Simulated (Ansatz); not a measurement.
**CH6FGaGe: one species, many methods**

How much do the methods differ for CH6FGaGe? The plan is to run it at one geometry with functionals of several rungs and with coupled cluster, and see how far each lands from CCSD(T) at the basis-set limit for the atomisation energy.

The runs use Ansatz 0.2.0, Gaussian basis; functionals in def2-TZVPP, the program's frozen cores in correlated methods.

Levels to be run: LDA (SPW92), PBE-D4, revPBE-D4, BLYP-D4, r2SCAN-D4, B97M-V, PBE0-D4, B3LYP-D4, r2SCANh-D4, r2SCAN0-D4, HSE06-D4, BHLYP-D4, CAM-B3LYP-D4, LC-ωPBE, ωB97X-V, ωB97M-V, B2PLYP, PBE-QIDH; CCSD(T)/def2-SVP; CCSD(T)/def2-TZVPP; MP2/def2-QZVPP; extrapolation to the limit; RPA on PBE.

## (1) Structure used throughout

All runs share one geometry, relaxed beforehand with PBE0-D4 in a triple-zeta def2 set.

SMILES `[F][GeH2][CH2][GaH2]`, 10 atoms, charge 0, spin multiplicity 1.

Atoms are counted from 1 here; the program's logs count them from 0.

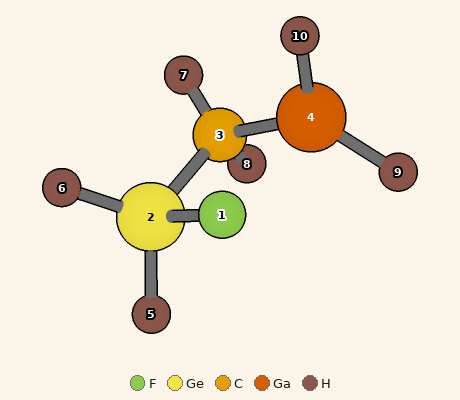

The structure; fluorine green, germanium yellow, carbon amber, gallium orange, hydrogen brown; atoms are numbered from 1 in the order of the file.

## (2) LDA

This LDA is Slater exchange with PW92 correlation.

File in.yaml:

```yaml
crystal:
  periodic: [false, false, false]
  atoms:
    - {symbol: F, position_ang: [-1.336867, 0.320633, 0.974456]}
    - {symbol: Ge, position_ang: [-0.600736, 1.162310, -0.464159]}
    - {symbol: C, position_ang: [0.808815, -0.108427, -0.674705]}
    - {symbol: Ga, position_ang: [0.251457, -1.266548, 0.890964]}
    - {symbol: H, position_ang: [-1.752832, 1.181523, -1.476581]}
    - {symbol: H, position_ang: [-0.276526, 2.557591, 0.084220]}
    - {symbol: H, position_ang: [1.792642, 0.341243, -0.543893]}
    - {symbol: H, position_ang: [0.755576, -0.628842, -1.630508]}
    - {symbol: H, position_ang: [-0.616497, -2.533663, 0.580148]}
    - {symbol: H, position_ang: [0.974958, -1.025829, 2.260057]}
basis:
  gaussian: {orbitals: def2-TZVPP}
hamiltonian: {xc: lda}
output: {orbitals: {seedname: orbitals}}
```

Started as:

```
$ ansatz run in.yaml --threads 4 --pin off --events-out ev --progress --plain --max-ram 10444MiB
```

Output:

```text
Functional definition: SPW92
  name "SPW92"
  cite "Dirac, Proc. Camb. Phil. Soc. 26, 376 (1930) doi:10.1017/S0305004100016108"
  cite "Slater, Phys. Rev. 81, 385 (1951) doi:10.1103/PhysRev.81.385"
  cite "Perdew & Wang, Phys. Rev. B 45, 13244 (1992) doi:10.1103/PhysRevB.45.13244"
  exchange = slater_x
  correlation = pw_c
1416 factors; their error is unknown
mean field evaluation 1: about -112540.5003 eV, gradient 8.8e1 eV
mean field evaluation 2: about -112508.9603 eV, gradient 1.4e2 eV
mean field evaluation 4: about -112553.4057 eV, gradient 1.6e1 eV
mean field evaluation 8: about -112553.7528 eV, gradient 2.5e-1 eV
mean field evaluation 16: about -112553.7257 eV, gradient 1.3e-4 eV
mean field -112553.72572903 eV, -4136.2731288864 hartree, gradient 4.7e-5 eV, S^2 0.000000; 0 other end points of the search recorded, 0 dependent functions left out
reference -112553.72577276 eV, -4136.2731304934 hartree; 42, 42 occupied and 200, 200 virtual orbitals, 1416 factors
Total energy: -112553.72577276 eV, -4136.2731304934 hartree
```

Run time: 1.4 s. Hardware: 4 threads of Arm Neoverse V1, shared host; peak memory 0.34 GiB.

With the free atoms at this level, -112517.808 eV in sum, the atomisation energy is 3465.5 kJ/mol. HOMO -6.77 eV, LUMO -2.10 eV.

## (3) PBE-D4 (GGA)

Edit in.yaml of step 2 so:

```diff
@@ -15,3 +15,3 @@
   gaussian: {orbitals: def2-TZVPP}
-hamiltonian: {xc: lda}
-output: {orbitals: {seedname: orbitals}}
+hamiltonian: {xc: pbe, dispersion: d4}
+output: {forces: true, orbitals: {seedname: orbitals}}
```

Same command.

Output, cut to the lines that bear on the results:

```text
Functional definition: PBE
  name "PBE"
  cite "Perdew, Burke & Ernzerhof, Phys. Rev. Lett. 77, 3865 (1996) doi:10.1103/PhysRevLett.77.3865"
  parent pbe
[...]
1416 factors; their error is unknown
[...]
mean field -112729.54138082 eV, -4142.7342349176 hartree, gradient 2.8e-5 eV, S^2 0.000000; 0 other end points of the search recorded, 0 dependent functions left out
[...]
reference -112729.54142755 eV, -4142.7342366350 hartree; 42, 42 occupied and 200, 200 virtual orbitals, 1416 factors
Total energy: -112729.76425310 eV, -4142.7424253229 hartree
Atom 0 at    -1.336867     0.320633     0.974456 Å, force    -0.308201    -0.164410     0.436048 eV/Å
Atom 1 at    -0.600736     1.162310    -0.464159 Å, force     0.132527     0.239254    -0.336729 eV/Å
Atom 2 at     0.808815    -0.108427    -0.674705 Å, force     0.087210    -0.067711    -0.022726 eV/Å
Atom 3 at     0.251457    -1.266548     0.890964 Å, force     0.032867    -0.123831     0.079945 eV/Å
Atom 4 at    -1.752832     1.181523    -1.476581 Å, force    -0.143399     0.003165    -0.118366 eV/Å
Atom 5 at    -0.276526     2.557591     0.084220 Å, force     0.034436     0.169484     0.068569 eV/Å
Atom 6 at     1.792642     0.341243    -0.543893 Å, force     0.185305     0.086476     0.025088 eV/Å
Atom 7 at     0.755576    -0.628842    -1.630508 Å, force    -0.010945    -0.097144    -0.181053 eV/Å
Atom 8 at    -0.616497    -2.533663     0.580148 Å, force    -0.046397    -0.061382    -0.019068 eV/Å
Atom 9 at     0.974958    -1.025829     2.260057 Å, force     0.036597     0.016099     0.068291 eV/Å
Dipole moment:     0.155394     0.330386    -0.441410 e Å
```

It took 2.9 s on 4 threads of Arm Neoverse V1, shared host; peak memory 0.34 GiB.

With the free atoms at this level, -112698.125 eV in sum, the atomisation energy is 3052.7 kJ/mol. HOMO -6.63 eV, LUMO -1.81 eV.

## (4) revPBE-D4 (GGA)

Edit in.yaml of step 3 so:

```diff
@@ -15,3 +15,3 @@
   gaussian: {orbitals: def2-TZVPP}
-hamiltonian: {xc: pbe, dispersion: d4}
-output: {forces: true, orbitals: {seedname: orbitals}}
+hamiltonian: {xc: {name: revPBE}, dispersion: d4}
+output: {orbitals: {seedname: orbitals}}
```

Same command.

Output:

```text
Functional definition: revPBE
  name "revPBE"
  cite "Zhang & Yang, Phys. Rev. Lett. 80, 890 (1998) doi:10.1103/PhysRevLett.80.890"
  cite "Perdew, Burke & Ernzerhof, Phys. Rev. Lett. 77, 3865 (1996) doi:10.1103/PhysRevLett.77.3865"
  parameter kappa = 1.245
  parameter beta = 0.06672455060314922
  exchange = pbe_x(kappa = kappa, mu = beta*pi^2/3)
  correlation = pbe_c(beta = beta)
1416 factors; their error is unknown
mean field evaluation 1: about -112728.7498 eV, gradient 8.2e1 eV
mean field evaluation 2: about -112701.8160 eV, gradient 1.3e2 eV
mean field evaluation 4: about -112740.5855 eV, gradient 1.5e1 eV
mean field evaluation 8: about -112740.8912 eV, gradient 2.0e-1 eV
mean field evaluation 16: about -112740.8639 eV, gradient 1.4e-4 eV
mean field -112740.86392977 eV, -4143.1503309169 hartree, gradient 3.5e-5 eV, S^2 0.000000; 0 other end points of the search recorded, 0 dependent functions left out
reference -112740.86398807 eV, -4143.1503330593 hartree; 42, 42 occupied and 200, 200 virtual orbitals, 1416 factors
Total energy: -112741.46940262 eV, -4143.1725816337 hartree
```

Wall time 2.3 s (4 threads of Arm Neoverse V1, shared host); peak memory 0.34 GiB.

Atomisation energy: 2981.5 kJ/mol (free atoms -112710.568 eV, run apart). HOMO -6.57 eV, LUMO -1.68 eV.

## (5) BLYP-D4 (GGA)

Edit in.yaml of step 4 so:

```diff
@@ -15,3 +15,3 @@
   gaussian: {orbitals: def2-TZVPP}
-hamiltonian: {xc: {name: revPBE}, dispersion: d4}
+hamiltonian: {xc: {name: BLYP}, dispersion: d4}
 output: {orbitals: {seedname: orbitals}}
```

Same command.

Output:

```text
Functional definition: BLYP
  name "BLYP"
  cite "Becke, Phys. Rev. A 38, 3098 (1988) doi:10.1103/PhysRevA.38.3098"
  cite "Lee, Yang & Parr, Phys. Rev. B 37, 785 (1988) doi:10.1103/PhysRevB.37.785"
  parameter beta = 0.0042
  parameter a = 0.04918
  parameter b = 0.132
  parameter c = 0.2533
  parameter d = 0.349
  exchange = b88_x(beta = beta)
  correlation = lyp_c(a = a, b = b, c = c, d = d)
1416 factors; their error is unknown
mean field evaluation 1: about -112738.5207 eV, gradient 9.0e1 eV
mean field evaluation 2: about -112704.7107 eV, gradient 1.5e2 eV
mean field evaluation 4: about -112752.2404 eV, gradient 1.9e1 eV
mean field evaluation 8: about -112752.7403 eV, gradient 2.5e-1 eV
mean field evaluation 16: about -112752.7124 eV, gradient 4.1e-4 eV
mean field -112752.71235936 eV, -4143.5857526730 hartree, gradient 2.5e-5 eV, S^2 0.000000; 0 other end points of the search recorded, 0 dependent functions left out
reference -112752.71275482 eV, -4143.5857672058 hartree; 42, 42 occupied and 200, 200 virtual orbitals, 1416 factors
Total energy: -112753.19384186 eV, -4143.6034468284 hartree
```

It took 2.4 s on 4 threads of Arm Neoverse V1, shared host; peak memory 0.34 GiB.

Atomisation energy: 2998.2 kJ/mol (free atoms -112722.119 eV, run apart). HOMO -6.48 eV, LUMO -1.72 eV.

## (6) r2SCAN-D4 (meta-GGA)

Edit in.yaml of step 5 so:

```diff
@@ -15,3 +15,3 @@
   gaussian: {orbitals: def2-TZVPP}
-hamiltonian: {xc: {name: BLYP}, dispersion: d4}
-output: {orbitals: {seedname: orbitals}}
+hamiltonian: {xc: r2scan, dispersion: d4}
+output: {forces: true, orbitals: {seedname: orbitals}}
```

The command is unchanged.

Output, cut to the lines that bear on the results:

```text
Functional definition: r2SCAN
  name "r2SCAN"
  cite "Furness, Kaplan, Ning, Perdew & Sun, J. Phys. Chem. Lett. 11, 8208 (2020) doi:10.1021/acs.jpclett.0c02405"
  cite "Furness, Kaplan, Ning, Perdew & Sun, J. Phys. Chem. Lett. 11, 9248 (2020) doi:10.1021/acs.jpclett.0c03077"
  parent r2scan
[...]
1416 factors; their error is unknown
[...]
mean field -112748.20865825 eV, -4143.4202447100 hartree, gradient 3.1e-5 eV, S^2 0.000000; 0 other end points of the search recorded, 0 dependent functions left out
[...]
reference -112748.20867174 eV, -4143.4202452057 hartree; 42, 42 occupied and 200, 200 virtual orbitals, 1416 factors
Total energy: -112748.25998525 eV, -4143.4221309426 hartree
Atom 0 at    -1.336867     0.320633     0.974456 Å, force     0.009205    -0.050636     0.036873 eV/Å
Atom 1 at    -0.600736     1.162310    -0.464159 Å, force    -0.007291     0.062358    -0.048131 eV/Å
Atom 2 at     0.808815    -0.108427    -0.674705 Å, force     0.029003    -0.043741     0.011579 eV/Å
Atom 3 at     0.251457    -1.266548     0.890964 Å, force    -0.051451    -0.015584     0.062988 eV/Å
Atom 4 at    -1.752832     1.181523    -1.476581 Å, force     0.034043    -0.005267     0.042301 eV/Å
Atom 5 at    -0.276526     2.557591     0.084220 Å, force    -0.015437    -0.050791    -0.011042 eV/Å
Atom 6 at     1.792642     0.341243    -0.543893 Å, force    -0.011497    -0.002172    -0.011643 eV/Å
Atom 7 at     0.755576    -0.628842    -1.630508 Å, force     0.006274     0.014368     0.006512 eV/Å
Atom 8 at    -0.616497    -2.533663     0.580148 Å, force     0.066331     0.105773     0.021647 eV/Å
Atom 9 at     0.974958    -1.025829     2.260057 Å, force    -0.059180    -0.014307    -0.111083 eV/Å
Dipole moment:     0.161053     0.337124    -0.452751 e Å
```

Wall time 6 s (4 threads of Arm Neoverse V1, shared host); peak memory 0.37 GiB.

Atomisation energy: 3069.3 kJ/mol (free atoms -112716.449 eV, run apart). HOMO -6.89 eV, LUMO -1.51 eV.

## (7) B97M-V (meta-GGA)

Edit in.yaml of step 6 so:

```diff
@@ -15,3 +15,3 @@
   gaussian: {orbitals: def2-TZVPP}
-hamiltonian: {xc: r2scan, dispersion: d4}
-output: {forces: true, orbitals: {seedname: orbitals}}
+hamiltonian: {xc: {name: B97M-V}}
+output: {orbitals: {seedname: orbitals}}
```

The command is unchanged.

Output, cut to the lines that bear on the results:

```text
Functional definition: B97M-V
  name "B97M-V"
  cite "Mardirossian & Head-Gordon, J. Chem. Phys. 142, 074111 (2015) doi:10.1063/1.4907719"
  cite "Becke, J. Chem. Phys. 107, 8554 (1997) doi:10.1063/1.475007"
  cite "Vydrov & Van Voorhis, J. Chem. Phys. 133, 244103 (2010) doi:10.1063/1.3521275"
  # Of w^i u^j: cxij and so on, Table III.
[...]
  gx(w, u) = cx00 + cx01*u + cx02*u^2 + (cx10 + cx11*u)*w
  gss(w, u) = css00 + css02*u^2 + css10*w + (css32*w^3 + css42*w^4)*u^2
  gos(w, u) = cos00 + cos01*u + cos03*u^3 + cos10*w + cos32*w^3*u^2
[...]
      + integral(e_c_pw_mod_opposite_spin*gos(b97_w_opposite, b97_u_opposite)) + vv10(b, c)
1416 factors; their error is unknown
[...]
mean field -112729.17036183 eV, -4142.7206002211 hartree, gradient 3.8e-5 eV, S^2 0.000000; 0 other end points of the search recorded, 0 dependent functions left out
reference -112729.17042914 eV, -4142.7206026950 hartree; 42, 42 occupied and 200, 200 virtual orbitals, 1416 factors
Total energy: -112729.17042914 eV, -4142.7206026950 hartree
```

Run time: 11 s. Hardware: 4 threads of Arm Neoverse V1, shared host; peak memory 0.44 GiB.

With the free atoms at this level, -112697.159 eV in sum, the atomisation energy is 3088.6 kJ/mol. HOMO -6.97 eV, LUMO -1.68 eV.

## (8) PBE0-D4 (hybrid)

Edit in.yaml of step 7 so:

```diff
@@ -15,3 +15,3 @@
   gaussian: {orbitals: def2-TZVPP}
-hamiltonian: {xc: {name: B97M-V}}
+hamiltonian: {xc: pbe0, dispersion: d4}
 output: {orbitals: {seedname: orbitals}}
```

Launched as before.

Output:

```text
Functional definition: PBE0
  name "PBE0"
  cite "Adamo & Barone, J. Chem. Phys. 110, 6158 (1999) doi:10.1063/1.478522"
  cite "Perdew, Burke & Ernzerhof, Phys. Rev. Lett. 77, 3865 (1996) doi:10.1103/PhysRevLett.77.3865"
  parent pbe
  parameter a = 0.25
  parameter kappa = 0.804
  parameter beta = 0.06672455060314922
  exchange = (1 - a)*pbe_x(kappa = kappa, mu = beta*pi^2/3) + a*exact_x
  correlation = pbe_c(beta = beta)
1504 factors; their error is unknown
mean field evaluation 1: about -112724.3578 eV, gradient 6.5e1 eV
mean field evaluation 2: about -112716.7123 eV, gradient 8.7e1 eV
mean field evaluation 4: about -112731.9166 eV, gradient 5.2e0 eV
mean field evaluation 8: about -112731.9597 eV, gradient 8.3e-2 eV
mean field evaluation 16: about -112732.4225 eV, gradient 2.6e-5 eV
mean field -112732.42247188 eV, -4142.8401130612 hartree, gradient 2.6e-5 eV, S^2 0.000000; 0 other end points of the search recorded, 0 dependent functions left out
reference -112732.42250666 eV, -4142.8401143394 hartree; 42, 42 occupied and 200, 200 virtual orbitals, 1504 factors
Total energy: -112732.61110630 eV, -4142.8470452481 hartree
```

It took 3.9 s on 4 threads of Arm Neoverse V1, shared host; peak memory 0.83 GiB.

Atomisation energy: 3024.6 kJ/mol (free atoms -112701.264 eV, run apart). HOMO -7.79 eV, LUMO -0.97 eV.

## (9) B3LYP-D4 (hybrid)

B3LYP here takes the VWN-RPA correlation.

Edit in.yaml of step 8 so:

```diff
@@ -15,3 +15,3 @@
   gaussian: {orbitals: def2-TZVPP}
-hamiltonian: {xc: pbe0, dispersion: d4}
-output: {orbitals: {seedname: orbitals}}
+hamiltonian: {xc: {name: B3LYP}, dispersion: d4}
+output: {forces: true, orbitals: {seedname: orbitals}}
```

The command is unchanged.

Output, cut to the lines that bear on the results:

```text
Functional definition: B3LYP
  name "B3LYP"
  cite "Stephens, Devlin, Chabalowski & Frisch, J. Phys. Chem. 98, 11623 (1994) doi:10.1021/j100096a001"
  cite "Becke, Phys. Rev. A 38, 3098 (1988) doi:10.1103/PhysRevA.38.3098"
  cite "Lee, Yang & Parr, Phys. Rev. B 37, 785 (1988) doi:10.1103/PhysRevB.37.785"
  cite "Vosko, Wilk & Nusair, Can. J. Phys. 58, 1200 (1980) doi:10.1139/p80-159"
[...]
1482 factors; their error is unknown
[...]
mean field -112753.29469644 eV, -4143.6071531661 hartree, gradient 9.5e-6 eV, S^2 0.000000; 0 other end points of the search recorded, 0 dependent functions left out
[...]
reference -112753.29499111 eV, -4143.6071639948 hartree; 42, 42 occupied and 200, 200 virtual orbitals, 1482 factors
Total energy: -112753.65787141 eV, -4143.6204996001 hartree
Atom 0 at    -1.336867     0.320633     0.974456 Å, force    -0.144204    -0.070362     0.198628 eV/Å
Atom 1 at    -0.600736     1.162310    -0.464159 Å, force    -0.055433     0.319201    -0.230421 eV/Å
Atom 2 at     0.808815    -0.108427    -0.674705 Å, force     0.229205    -0.064471    -0.160860 eV/Å
Atom 3 at     0.251457    -1.266548     0.890964 Å, force     0.036831    -0.221214     0.162673 eV/Å
Atom 4 at    -1.752832     1.181523    -1.476581 Å, force    -0.011364     0.003792    -0.000468 eV/Å
Atom 5 at    -0.276526     2.557591     0.084220 Å, force    -0.005856     0.009544     0.004422 eV/Å
Atom 6 at     1.792642     0.341243    -0.543893 Å, force    -0.064722    -0.033454    -0.023597 eV/Å
Atom 7 at     0.755576    -0.628842    -1.630508 Å, force     0.016997     0.042846     0.061584 eV/Å
Atom 8 at    -0.616497    -2.533663     0.580148 Å, force     0.012158     0.019858     0.007795 eV/Å
Atom 9 at     0.974958    -1.025829     2.260057 Å, force    -0.013612    -0.005740    -0.019756 eV/Å
Dipole moment:     0.168012     0.339383    -0.461250 e Å
```

Wall time 6 s (4 threads of Arm Neoverse V1, shared host); peak memory 0.82 GiB.

Atomisation energy: 3023.8 kJ/mol (free atoms -112722.319 eV, run apart). HOMO -7.57 eV, LUMO -1.22 eV.

## (10) r2SCANh-D4 (hybrid)

Edit in.yaml of step 9 so:

```diff
@@ -15,3 +15,3 @@
   gaussian: {orbitals: def2-TZVPP}
-hamiltonian: {xc: {name: B3LYP}, dispersion: d4}
-output: {forces: true, orbitals: {seedname: orbitals}}
+hamiltonian: {xc: {name: r2SCANh}, dispersion: d4}
+output: {orbitals: {seedname: orbitals}}
```

The command is unchanged.

Output, cut to the lines that bear on the results:

```text
Functional definition: r2SCANh
  name "r2SCANh"
  cite "Bursch, Neugebauer, Ehlert & Grimme, J. Chem. Phys. 156, 134105 (2022) doi:10.1063/5.0086040"
  cite "Furness, Kaplan, Ning, Perdew & Sun, J. Phys. Chem. Lett. 11, 8208 (2020) doi:10.1021/acs.jpclett.0c02405"
  cite "Furness, Kaplan, Ning, Perdew & Sun, J. Phys. Chem. Lett. 11, 9248 (2020) doi:10.1021/acs.jpclett.0c03077"
  parent r2scan
[...]
1458 factors; their error is unknown
[...]
mean field -112747.50999642 eV, -4143.3945693615 hartree, gradient 2.9e-5 eV, S^2 0.000000; 0 other end points of the search recorded, 0 dependent functions left out
reference -112747.51000881 eV, -4143.3945698165 hartree; 42, 42 occupied and 200, 200 virtual orbitals, 1458 factors
Total energy: -112747.56553372 eV, -4143.3966103196 hartree
```

Wall time 7 s (4 threads of Arm Neoverse V1, shared host); peak memory 0.84 GiB.

Atomisation energy: 3052.5 kJ/mol (free atoms -112715.928 eV, run apart). HOMO -7.32 eV, LUMO -1.23 eV.

## (11) r2SCAN0-D4 (hybrid)

Edit in.yaml of step 10 so:

```diff
@@ -15,3 +15,3 @@
   gaussian: {orbitals: def2-TZVPP}
-hamiltonian: {xc: {name: r2SCANh}, dispersion: d4}
+hamiltonian: {xc: {name: r2SCAN0}, dispersion: d4}
 output: {orbitals: {seedname: orbitals}}
```

Same command.

Output, cut to the lines that bear on the results:

```text
Functional definition: r2SCAN0
  name "r2SCAN0"
  cite "Bursch, Neugebauer, Ehlert & Grimme, J. Chem. Phys. 156, 134105 (2022) doi:10.1063/5.0086040"
  cite "Furness, Kaplan, Ning, Perdew & Sun, J. Phys. Chem. Lett. 11, 8208 (2020) doi:10.1021/acs.jpclett.0c02405"
  cite "Furness, Kaplan, Ning, Perdew & Sun, J. Phys. Chem. Lett. 11, 9248 (2020) doi:10.1021/acs.jpclett.0c03077"
  parent r2scan
[...]
1504 factors; their error is unknown
[...]
mean field -112746.51863198 eV, -4143.3581373902 hartree, gradient 3.1e-5 eV, S^2 0.000000; 0 other end points of the search recorded, 0 dependent functions left out
reference -112746.51864271 eV, -4143.3581377846 hartree; 42, 42 occupied and 200, 200 virtual orbitals, 1504 factors
Total energy: -112746.58057557 eV, -4143.3604137749 hartree
```

Wall time 7 s (4 threads of Arm Neoverse V1, shared host); peak memory 0.85 GiB.

With the free atoms at this level, -112715.182 eV in sum, the atomisation energy is 3029.5 kJ/mol. HOMO -7.96 eV, LUMO -0.80 eV.

## (12) HSE06-D4 (hybrid)

HSE06 is the plane-wave form, built on full-range PBE exchange.

Edit in.yaml of step 11 so:

```diff
@@ -15,3 +15,3 @@
   gaussian: {orbitals: def2-TZVPP}
-hamiltonian: {xc: {name: r2SCAN0}, dispersion: d4}
+hamiltonian: {xc: hse06, dispersion: d4}
 output: {orbitals: {seedname: orbitals}}
```

Same command.

Output, cut to the lines that bear on the results:

```text
Functional definition: HSE06
  name "HSE06"
  cite "Heyd, Scuseria & Ernzerhof, J. Chem. Phys. 118, 8207 (2003) doi:10.1063/1.1564060"
  cite "Krukau, Vydrov, Izmaylov & Scuseria, J. Chem. Phys. 125, 224106 (2006) doi:10.1063/1.2404663"
  cite "Heyd & Scuseria, J. Chem. Phys. 120, 7274 (2004) doi:10.1063/1.1668634"
  cite "Ernzerhof & Perdew, J. Chem. Phys. 109, 3313 (1998) doi:10.1063/1.476928"
  cite "Perdew, Burke & Ernzerhof, Phys. Rev. Lett. 77, 3865 (1996) doi:10.1103/PhysRevLett.77.3865"
  parent pbe
[...]
  # The whole range is PBE's own exchange, as in plane waves. The composition of these papers is wPBEh.
[...]
1504 factors; their error is unknown
122 factors; integrals over basis functions are off by at most 3.6e-7 eV
[...]
mean field -112732.22501119 eV, -4142.8328565146 hartree, gradient 1.9e-5 eV, S^2 0.000000; 0 other end points of the search recorded, 0 dependent functions left out
reference -112732.22505753 eV, -4142.8328582177 hartree; 42, 42 occupied and 200, 200 virtual orbitals, 1504 factors
Total energy: -112732.40269484 eV, -4142.8393862685 hartree
```

Wall time 4.2 s (4 threads of Arm Neoverse V1, shared host); peak memory 0.87 GiB.

With the free atoms at this level, -112701.055 eV in sum, the atomisation energy is 3024.6 kJ/mol. HOMO -7.39 eV, LUMO -1.34 eV.

## (13) BHLYP-D4 (hybrid)

Edit in.yaml of step 12 so:

```diff
@@ -15,3 +15,3 @@
   gaussian: {orbitals: def2-TZVPP}
-hamiltonian: {xc: hse06, dispersion: d4}
+hamiltonian: {xc: {name: BHLYP}, dispersion: d4}
 output: {orbitals: {seedname: orbitals}}
```

Launched as before.

Output:

```text
Functional definition: BHLYP
  name "BHLYP"
  cite "Becke, J. Chem. Phys. 98, 1372 (1993) doi:10.1063/1.464304"
  cite "Becke, Phys. Rev. A 38, 3098 (1988) doi:10.1103/PhysRevA.38.3098"
  cite "Lee, Yang & Parr, Phys. Rev. B 37, 785 (1988) doi:10.1103/PhysRevB.37.785"
  parameter a = 0.5
  exchange = (1 - a)*b88_x + a*exact_x
  correlation = lyp_c
1663 factors; their error is unknown
mean field evaluation 1: about -112741.0228 eV, gradient 5.5e1 eV
mean field evaluation 2: about -112740.0241 eV, gradient 6.0e1 eV
mean field evaluation 4: about -112746.5279 eV, gradient 2.6e0 eV
mean field evaluation 8: about -112747.4986 eV, gradient 1.9e-1 eV
mean field -112747.49868059 eV, -4143.3941535123 hartree, gradient 6.8e-5 eV, S^2 0.000000; 0 other end points of the search recorded, 0 dependent functions left out
reference -112747.49887995 eV, -4143.3941608386 hartree; 42, 42 occupied and 200, 200 virtual orbitals, 1663 factors
Total energy: -112747.80828340 eV, -4143.4055312055 hartree
```

It took 3.9 s on 4 threads of Arm Neoverse V1, shared host; peak memory 0.87 GiB.

Atomisation energy: 2971.6 kJ/mol (free atoms -112717.010 eV, run apart). HOMO -8.83 eV, LUMO -0.15 eV.

[end of part 1 of 2]
